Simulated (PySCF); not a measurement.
# [WF3]-: relaxation and vibrations of the singlet, part 1 of 2

Where does singlet [WF3]- go from a trigonal planar start, is the end point a minimum, and what are its modes, charges and moments?

The runs use PySCF 2.14.0; PBE0, basis W def2-SVPD with ECP60, F def2-SVPD, scalar-relativistic core potentials, no spin–orbit coupling, density fitting.

### 1 Starting geometry

4 atoms, charge -1, spin multiplicity 1.

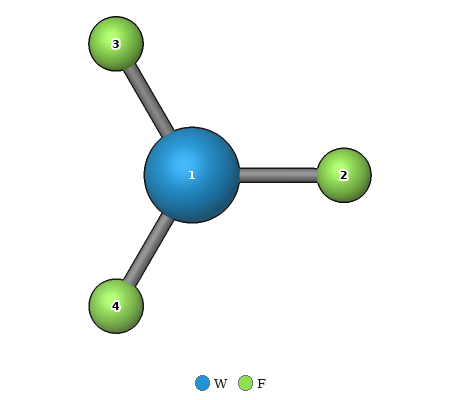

Start geometry, drawn with tungsten blue, fluorine green; atoms are numbered from 1 in the order of the file.

```xyz
4
charge -1 multiplicity 1
W     0.0000    0.0000    0.0000
F     2.0100    0.0000    0.0000
F    -1.0050    1.7407    0.0000
F    -1.0050   -1.7407    0.0000
```

### 2 The SCF at the typed geometry

The steps below are one call of a driver around PySCF. For each, scf.py gives the equivalent set-up of the SCF; relaxations use the driver's own optimiser. After this first run the driver tries any further starts and a stability analysis.

scf.py

```python
from pyscf import gto, scf, dft
mol = gto.M(atom='''
W      0.000000     0.000000     0.000000
F      2.010000     0.000000     0.000000
F     -1.005000     1.740700     0.000000
F     -1.005000    -1.740700     0.000000''',
    basis={'W': 'def2-SVPD', 'F': 'def2-SVPD'},
    ecp={'W': 'def2-SVPD'},
    charge=-1, spin=0)
mf = dft.RKS(mol, xc='PBE0')
mf.grids.atom_grid = (50, 194)
aux = {'W': 'def2-universal-JKFIT', 'F': 'def2-universal-JKFIT'}
mf = mf.density_fit(auxbasis=aux)
mf.conv_tol = 1e-08
mf.diis_space = 10
mf.max_cycle = 60
mf.init_guess = 'minao'
mf.verbose = 4
mf.kernel()
```

Started as:

```console
$ OMP_NUM_THREADS=2 python axn.py task.json out
```

What it wrote, cut to the lines that bear on the results:

```text
[... the frontier levels of the middle cycles are left out ...]
init E= -353.573561435286
cycle= 1 E= -365.982322031203  delta_E= -12.4  |g|= 0.985  |ddm|= 7.25
  HOMO = 0.113288582348233  LUMO = 0.167165010511744  gap/eV = 1.46605
cycle= 2 E= -365.563771307682  delta_E= 0.419  |g|= 1.92  |ddm|= 2.39
  HOMO = 0.0878554285547821  LUMO = 0.153405866893391  gap/eV = 1.78372
cycle= 3 E= -366.15578154221  delta_E= -0.592  |g|= 0.289  |ddm|= 1.21
cycle= 4 E= -366.179680585757  delta_E= -0.0239  |g|= 0.0431  |ddm|= 0.911
cycle= 5 E= -366.180455779813  delta_E= -0.000775  |g|= 0.0154  |ddm|= 0.201
cycle= 6 E= -366.180520863193  delta_E= -6.51e-05  |g|= 0.0106  |ddm|= 0.0273
cycle= 7 E= -366.180563353476  delta_E= -4.25e-05  |g|= 0.00171  |ddm|= 0.0267
cycle= 8 E= -366.180568155353  delta_E= -4.8e-06  |g|= 0.000963  |ddm|= 0.0111
cycle= 9 E= -366.18056952731  delta_E= -1.37e-06  |g|= 0.000509  |ddm|= 0.00671
cycle= 10 E= -366.180569850039  delta_E= -3.23e-07  |g|= 9.88e-05  |ddm|= 0.00409
cycle= 11 E= -366.180569861409  delta_E= -1.14e-08  |g|= 1.11e-05  |ddm|= 0.000861
cycle= 12 E= -366.180569861607  delta_E= -1.97e-10  |g|= 1.73e-06  |ddm|= 0.000136
  HOMO = 0.0248915001673709  LUMO = 0.0960933297020929  gap/eV = 1.93750
Extra cycle  E= -366.180569861607  delta_E= -1.71e-13  |g|= 2.52e-06  |ddm|= 3.76e-06
converged SCF energy = -366.180569861607
```

This step, with its further starts and checks, needed 13 s of wall time on 2 threads, shared host.

The starts that the driver tried:

| start | energy (Eh) |
| --- | --- |
| the minimal-basis guess | -366.180570 |
| a thermally smeared density | -366.180570 |
| a smeared PBE density | -366.180793 |

This is not the lowest solution: one lies 0.6 kJ/mol lower, at -366.18079 Eh, and the relaxation starts from that.

### 3 Relaxation: trigonal planar start, singlet

The program finds D3h symmetry in the start, which this walk keeps.

Edit scf.py of step 2 so:

```diff
@@ -3,4 +3,4 @@
-W      0.000000     0.000000     0.000000
-F      2.010000     0.000000     0.000000
-F     -1.005000     1.740700     0.000000
-F     -1.005000    -1.740700     0.000000''',
+W      0.000000    -0.000000     0.000000
+F      2.009994     0.000006    -0.000000
+F     -1.005002     1.740703    -0.000000
+F     -1.004992    -1.740708     0.000000''',
@@ -17 +16,0 @@
-mf.init_guess = 'minao'
```

Steps of the walk:

| step | energy (Eh) | change (kJ/mol) | largest symmetric gradient (Eh/bohr) |
| --- | --- | --- | --- |
| 0 | -366.180793 | 0.00 | 0.03959 |
| 1 | -366.192893 | -31.77 | 0.00805 |
| 2 | -366.193240 | -32.68 | 0.00272 |
| 3 | -366.193278 | -32.78 | 0.00012 |
| 4 | -366.193278 | -32.78 | 0.00000 |

The walk took 16 s.

Geometry (Å) and forces (eV/Å) at some steps, with the part that breaks the symmetry left in:

```
step 0
W    0.000   0.000   0.000   3.138   0.000   0.000
F    2.010   0.000   0.000  -3.237   0.000   0.000
F   -1.005   1.741   0.000   0.050  -1.629   0.000
F   -1.005  -1.741   0.000   0.050   1.629   0.000
step 1
W    0.000   0.000   0.000   3.783   0.000   0.000
F    1.925   0.000   0.000  -1.913   0.000   0.000
F   -0.963   1.667   0.000  -0.935  -0.152   0.000
F   -0.963  -1.667   0.000  -0.935   0.152   0.000
step 2
W    0.000   0.000   0.000   3.983   0.000   0.000
F    1.904   0.000   0.000  -1.450   0.000   0.000
F   -0.952   1.649   0.000  -1.266   0.348   0.000
F   -0.952  -1.649   0.000  -1.266  -0.348   0.000
step 3
W    0.000   0.000   0.000   3.931   0.000   0.000
F    1.909   0.000   0.000  -1.573   0.000   0.000
F   -0.955   1.653   0.000  -1.179   0.216   0.000
F   -0.955  -1.653   0.000  -1.179  -0.216   0.000
step 4
W    0.000   0.000   0.000   3.933   0.000   0.000
F    1.909   0.000   0.000  -1.567   0.000   0.000
F   -0.955   1.653   0.000  -1.183   0.222   0.000
F   -0.955  -1.653   0.000  -1.183  -0.222   0.000
```

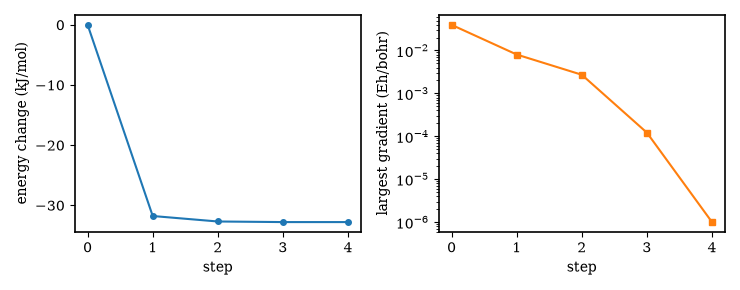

How energy and gradient fall.

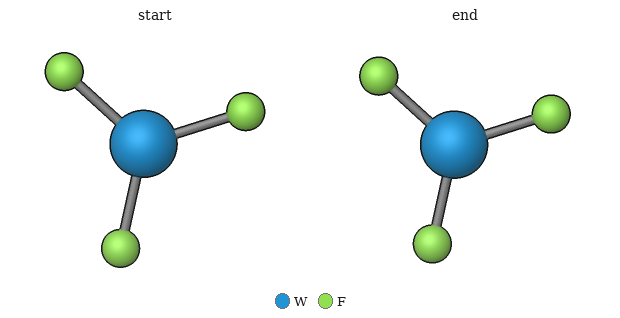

Start and end of the relaxation.

It settles in D3h symmetry, 32.8 kJ/mol below the start, after 4 steps: W–F 1.909 Å (×3); F–W–F 120.0° (×3). A gradient of 0.0765 Eh/bohr that breaks the symmetry is left: this electronic state wants a lower symmetry.

### 4 Releasing the symmetry

The geometry is nudged along the force that breaks the symmetry.

The program finds C2v symmetry in the start, which may break. The walk stops when the largest gradient is under 0.0003 Eh/bohr and the energy has settled too.

Edit scf.py of step 3 so:

```diff
@@ -3,4 +3,4 @@
-W      0.000000    -0.000000     0.000000
-F      2.009994     0.000006    -0.000000
-F     -1.005002     1.740703    -0.000000
-F     -1.004992    -1.740708     0.000000''',
+W      0.023655     0.000000    -0.000000
+F      1.832696     0.000001    -0.000000
+F     -1.030866     1.670552    -0.000000
+F     -1.030865    -1.670552     0.000000''',
```

Steps of the walk:

| step | energy (Eh) | change (kJ/mol) | largest gradient (Eh/bohr) |
| --- | --- | --- | --- |
| 0 | -366.198976 | 0.00 | 0.02034 |
| 1 | -366.207059 | -21.22 | 0.01415 |
| 2 | -366.218118 | -50.26 | 0.00841 |
| 3 | -366.218731 | -51.87 | 0.00428 |
| 4 | -366.218770 | -51.97 | 0.00133 |
| 5 | -366.218782 | -52.00 | 0.00027 |
| 6 | -366.218782 | -52.00 | 0.00008 |

The walk took 24 s.

Positions (Å) and forces (eV/Å) along the way:

```
step 0
W    0.024   0.000   0.000  -0.689   0.000   0.000
F    1.833   0.000   0.000   1.046   0.000   0.000
F   -1.031   1.671   0.000  -0.178  -0.982   0.000
F   -1.031  -1.671   0.000  -0.178   0.982   0.000
step 1
W    0.062   0.000   0.000   0.260   0.000   0.000
F    1.901   0.000   0.000   0.291   0.000   0.000
F   -1.084   1.579   0.000  -0.276  -0.727   0.000
F   -1.084  -1.579   0.000  -0.276   0.727   0.000
step 3
W    0.191   0.000   0.000  -0.220   0.000   0.000
F    2.061   0.000   0.000   0.030   0.000   0.000
F   -1.229   1.299   0.000   0.095  -0.007   0.000
F   -1.229  -1.299   0.000   0.095   0.007   0.000
step 6
W    0.183   0.000   0.000  -0.004   0.000   0.000
F    2.054   0.000   0.000   0.003   0.000   0.000
F   -1.222   1.309   0.000   0.000   0.000   0.000
F   -1.222  -1.309   0.000   0.000   0.000   0.000
```

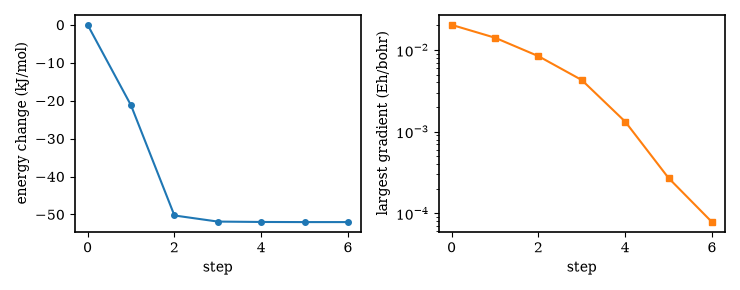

How energy and gradient fall.

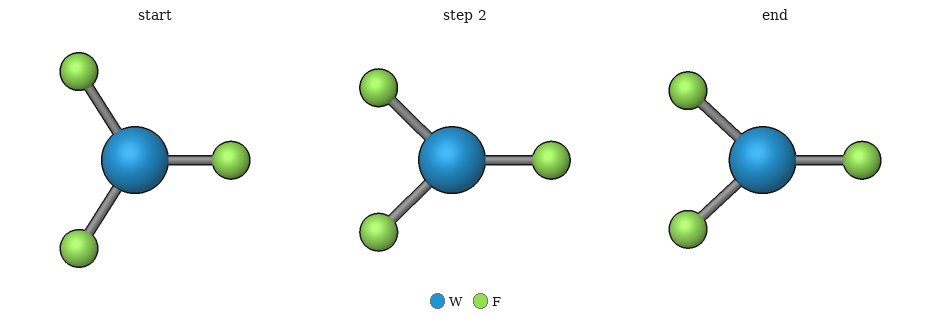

Start and end of the relaxation, with a step between.

End point (C2v, 6 steps, 52.0 kJ/mol gained): W–F 1.871 Å, W–F 1.921 Å (×2); F–W–F 86.0°, F–W–F 137.0° (×2).

### 5 Vibrations and properties at this point

On the finer grid the gradient is checked again; gradients at displacements of ±0.02 bohr then give force constants and infrared intensities.

Edit scf.py of step 4 so:

```diff
@@ -3,4 +3,4 @@
-W      0.023655     0.000000    -0.000000
-F      1.832696     0.000001    -0.000000
-F     -1.030866     1.670552    -0.000000
-F     -1.030865    -1.670552     0.000000''',
+W      0.073516     0.000000    -0.000000
+F      1.945099     0.000001    -0.000000
+F     -1.330837     1.308870     0.000000
+F     -1.330836    -1.308871     0.000000''',
@@ -11 +11 @@
-mf.grids.atom_grid = (50, 194)
+mf.grids.atom_grid = (75, 302)
@@ -14 +14 @@
-mf.conv_tol = 1e-08
+mf.conv_tol = 1e-10
```

The driver hands on the density of the step before, so the log starts near convergence.

Log of the central SCF (cycles and frontier levels):

```text
init E= -366.218544558574
  HOMO = 0.0196280259072115  LUMO = 0.129110472383453  gap/eV = 2.97917
cycle= 1 E= -366.218544558575  delta_E= -9.66e-13  |g|= 3.22e-06  |ddm|= 7.69e-06
  HOMO = 0.0196274758031638  LUMO = 0.129109910978128  gap/eV = 2.97917
Extra cycle  E= -366.218544558568  delta_E= 7.79e-12  |g|= 6.53e-06  |ddm|= 1.12e-05
converged SCF energy = -366.218544558568
```

The whole step took 65 s.

Geometry: C2v; W–F 1.872 Å, W–F 1.920 Å (×2); F–W–F 86.0°, F–W–F 137.0° (×2).

Modes, for the most abundant isotopes:

```tsv
symmetry	ω (cm⁻¹)	IR (km/mol)	μ (u)	type
b2	84	1.5	22.14	bend
b1	169	2.9	23.92	bend
a1	221	2.1	19.95	bend
b2	513	108	20.33	stretch
a1	615	77.3	20.29	stretch
a1	649	103	21.13	stretch
```

All wavenumbers are real: a minimum.

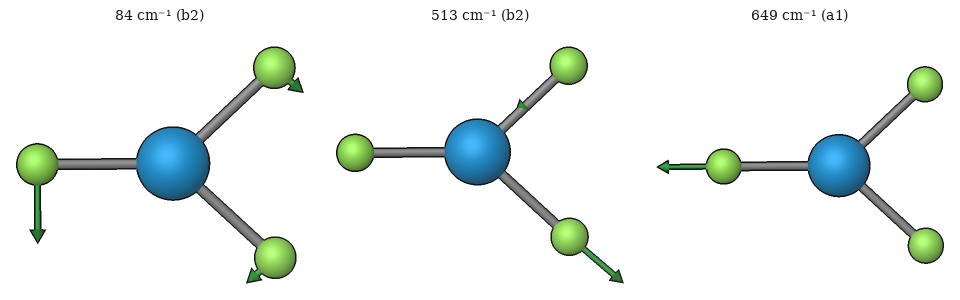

Displacements of 3 of the modes, as arrows (one member where a mode is degenerate).

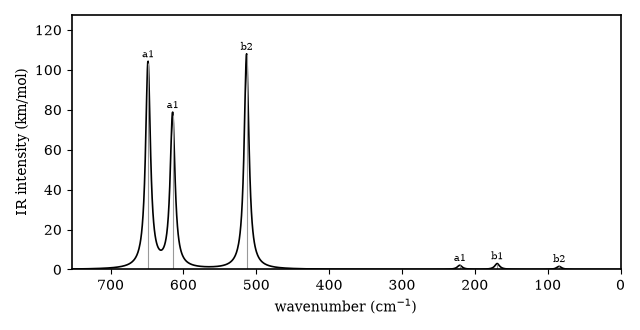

The harmonic infrared spectrum (widths in cm⁻¹). Lines are broadened to a width of 8 cm⁻¹ (Lorentzian).

Constants and moments:

| Quantity | Value |
| --- | --- |
| Dipole moment about the centre of mass | 1.51 D |
| Highest occupied level | 0.53 eV |
| Lowest empty level | 3.51 eV |
| Rotational constants | 0.259, 0.1203, 0.08213 cm⁻¹ |
| Zero-point energy | 13.5 kJ/mol |
| Principal polarisabilities | 65.5, 79.3, 101.6 bohr³ |
| Principal traceless quadrupole moments about the centre of mass | -5.32, 1.84, 3.48 D Å |
| Entropy at 298.15 K and 1 bar | 320.3 J/(mol K) |
| Heat capacity Cp at 298.15 K | 70.1 J/(mol K) |
| Enthalpy at 298.15 K above 0 K | 16.23 kJ/mol |
| Rotational symmetry number | 2 |

Populations by atom (charges in e):

```
atom  Mulliken  Löwdin  polar tensor  Mayer order to W1
  W1      0.66    0.83          0.49                  –
  F2     -0.52   -0.59         -0.37               0.39
F3,4     -0.57   -0.62         -0.56               0.45
```

Outer orbital energies (eV). occupied: -7.12, -7.12, -6.91, -6.56, -6.40, -5.85, -0.06, 0.53; empty: 3.51, 3.53, 4.33, 4.41.

Mulliken populations on W1 (outside its core potential): s 3.54, p 6.02, d 3.69, f 0.10.

(Continued in part 2 of 2.)
